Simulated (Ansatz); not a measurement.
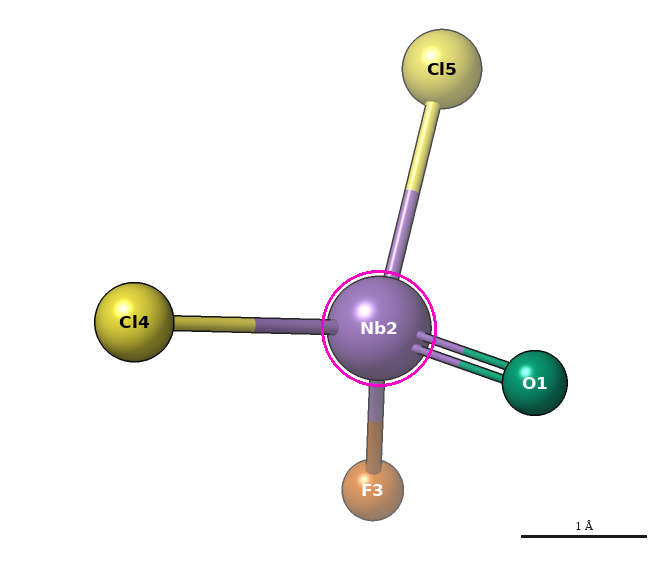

Orthographic view. Depth is shown by fading: the farther an atom, the more it takes the colour of the background. The species is neutral and a spin singlet. Computed geometry: PBE-D4/def2-SVP optimisation. No frequency run is at hand to confirm it as a minimum.

Q: Which atoms are bonded to the circled atom?

A: The circled atom is Nb2; it is bonded to O1, F3, Cl4, Cl5.

Q: Which atom is farthest from the viewer?

A: F3, 1.4 Å behind the mean position.

Q: Of O1 and Nb2, which is nearer the viewer?

A: O1; the bond to Nb2 points away from the viewer, so it looks shorter than its 1.70 Å.

Q: Which two atoms are farthest apart in space?

A: Cl4 and Cl5, 3.79 Å.
